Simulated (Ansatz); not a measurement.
## Electronic structure of CH3ClGeOS in real space

| atom | x (Å) | y (Å) | z (Å) |
| --- | --- | --- | --- |
| Cl | -2.5806 | 1.2814 | 0.0938 |
| Ge | -0.4713 | 1.0044 | 0.4042 |
| O | -0.0611 | -0.6986 | 0.7963 |
| C | 0.6614 | -1.0352 | -0.3605 |
| S | 0.7352 | 0.5328 | -1.3790 |
| H | -0.0377 | 2.0342 | 1.4486 |
| H | 0.1580 | -1.8230 | -0.9445 |
| H | 1.6882 | -1.3530 | -0.1146 |

Method: RKS PBE0-D4/def2-SVP (Ansatz).

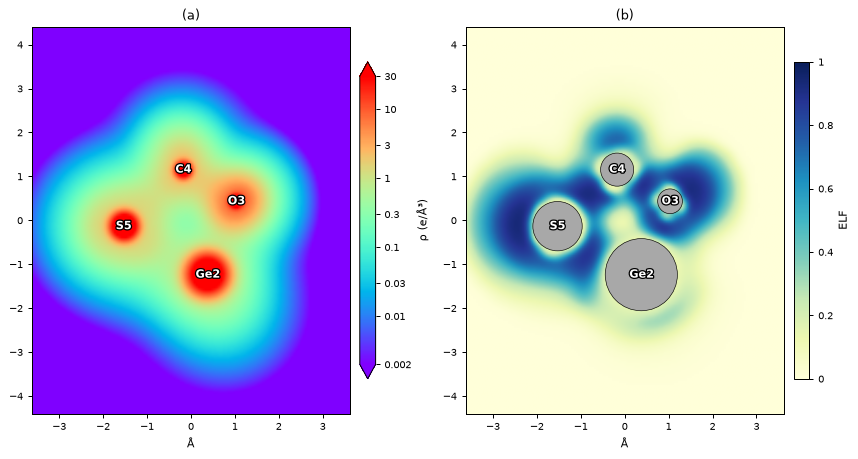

Figure 1. (a) total electron density; (b) electron localisation function on the plane of atoms O3, Ge2 and S5. Grey discs cover the atomic cores in the ELF map.

Interpret the plot.

- Atoms in the plane: Ge, O, C and S.
- C–O (1.40 Å): ρ is about 2.1 e/Å³ halfway, with its minimum of 1.8 e/Å³ about 0.5 Å from C; the ELF peaks at about 0.90 between the atoms: a shared but strongly polarised pair.
- Ge–O (1.80 Å): the density is about 0.95 e/Å³ at the midpoint; the ELF peaks at about 0.85 in the valence shell of O, 0.6 Å from its nucleus, and is about 0.35 at the midpoint.
- C–S (1.87 Å): the density is about 1.1 e/Å³ at the midpoint; the ELF peaks at about 0.90 between the atoms (a shared electron pair).
- Ge–S (2.20 Å): ρ is about 0.73 e/Å³ halfway; the ELF peaks at about 0.85 in the valence shell of S, 0.9 Å from its nucleus, and is about 0.75 at the midpoint.
- The ELF also peaks beside S5 and O3, away from the bonds: lone-pair regions.

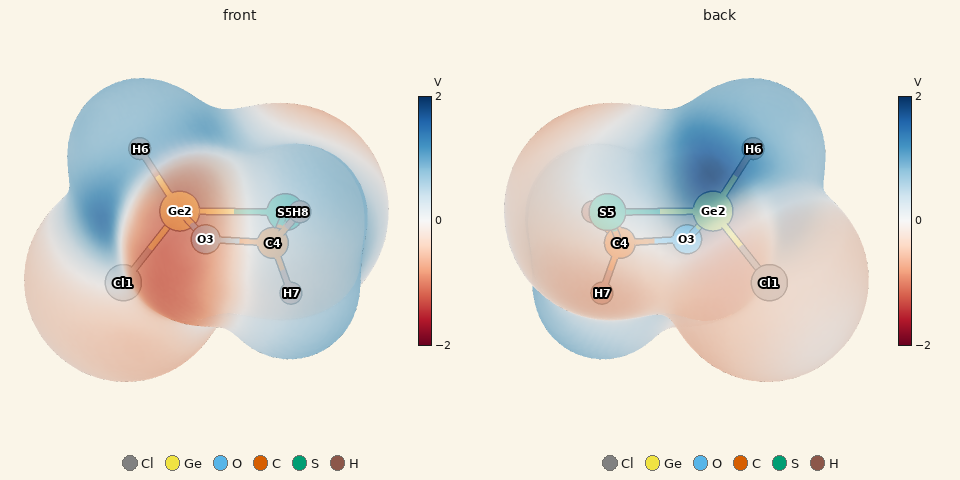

Figure 2. The molecular electrostatic potential painted on the density surface at 0.001 e/bohr³, seen from the front and from behind; red is negative and blue positive.

Where is the surface potential most negative and most positive?

The most negative region (about −1.2 V) lies over O3, the most positive (about +1.6 V) over Ge2. O3 is the likeliest acceptor of a hydrogen bond.

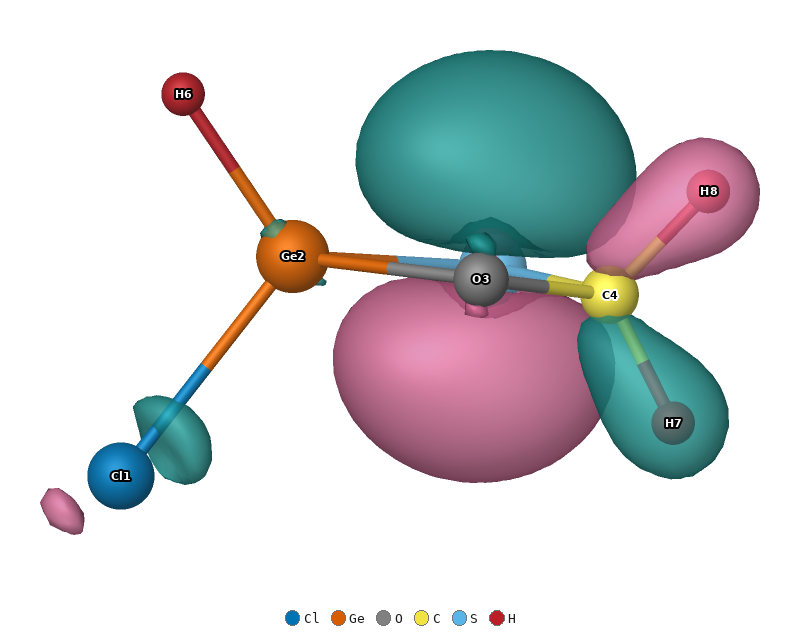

Figure 3. The HOMO at ±0.15 Å⁻³ᐟ² (teal and pink are the two phases), seen across its widest extent.

Where does this orbital lie, and at what energy?

Its weight (Hirshfeld) is mainly on S5 (about 75 %), Ge2 (about 10 %) and C4 (about 5 %); largely a lone pair of S5. Its energy is −7.39 eV.
